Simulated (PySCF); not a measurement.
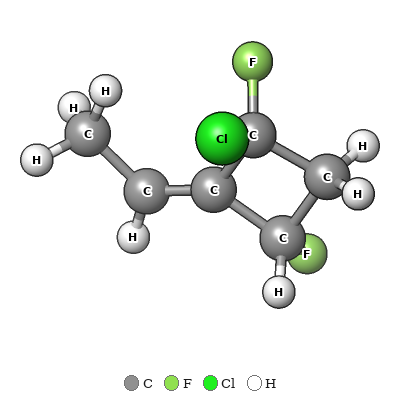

The molecule: C₆H₇ClF₂, SMILES C/C=C1/[C@@H](F)C[C@]1(F)Cl.

Vertical TDDFT excitations, PBE0/def2-SVPD, PySCF 2.14.0, at a GFN2-xTB geometry (no frequency check), gas phase.

### Predict the low-lying singlet excitations and the spectrum.

The lowest singlet lies at 5.93 eV (209 nm, f = 0.100); the brightest of the first 6 is S2 at 6.25 eV (198 nm), f = 0.206, mixed, the largest part being HOMO−1 → LUMO (50 %). No singlet lies below 3.1 eV (beyond 400 nm), so at this level no vertical transition falls in the visible.


| state | E (eV) | λ (nm) | f | main character |
| --- | --- | --- | --- | --- |
| S1 | 5.93 | 209 | 0.100 | HOMO → LUMO (48 %) |
| S2 | 6.25 | 198 | 0.206 | HOMO−1 → LUMO (50 %) |
| S3 | 6.69 | 185 | 0.027 | HOMO−2 → LUMO (84 %) |
| S4 | 6.79 | 183 | 0.006 | HOMO−3 → LUMO (78 %) |
| S5 | 7.14 | 174 | 0.026 | HOMO−4 → LUMO (86 %) |
| S6 | 7.47 | 166 | 0.018 | HOMO → LUMO+1 (78 %) |

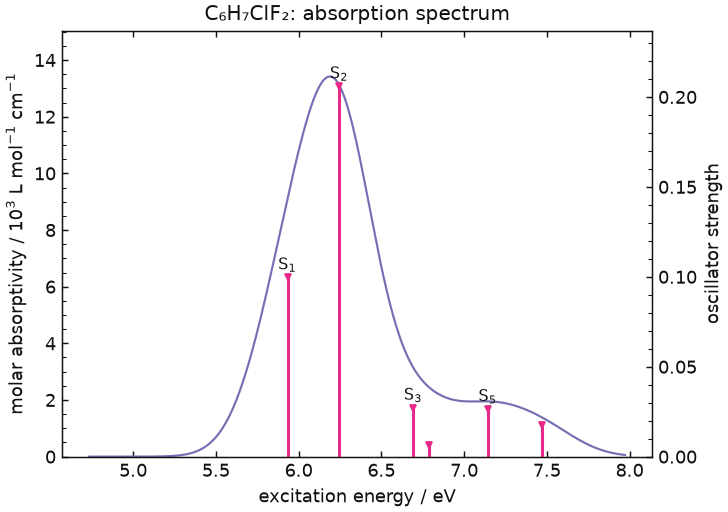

The lowest 6 singlet states are shown; each is broadened by a Gaussian of 1/e half-width 0.30 eV. Sticks give oscillator strengths (right axis).

Caveats: the tight-binding geometry is rougher than a DFT one and adds to the error; core orbitals are frozen in the response.
